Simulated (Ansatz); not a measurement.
```yaml
atoms:
  - { symbol: F, position_ang: [-0.3900, 0.1446, -0.1964] }
  - { symbol: H, position_ang: [0.3900, -0.1446, 0.1964] }
```

Geometry: PBE0-D4/def2-TZVP.

These are results of RKS PBE0-D4/def2-TZVPP in Ansatz, not measurements.

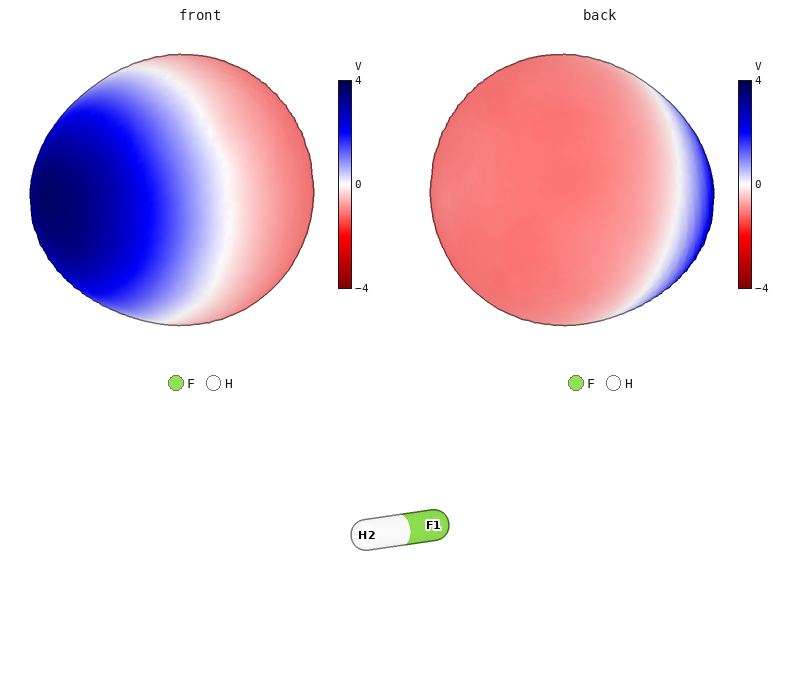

HF (SMILES F). The molecular electrostatic potential painted on the density surface at 0.002 e/bohr³, seen from the front and from behind; the colour scale runs from red (negative) to blue (positive). The bare structure is drawn below in the same view.

Where is the surface potential most negative and most positive?

Answer. The most negative region (about −1.1 V) lies over F1, the most positive (about +3.7 V) over H2.
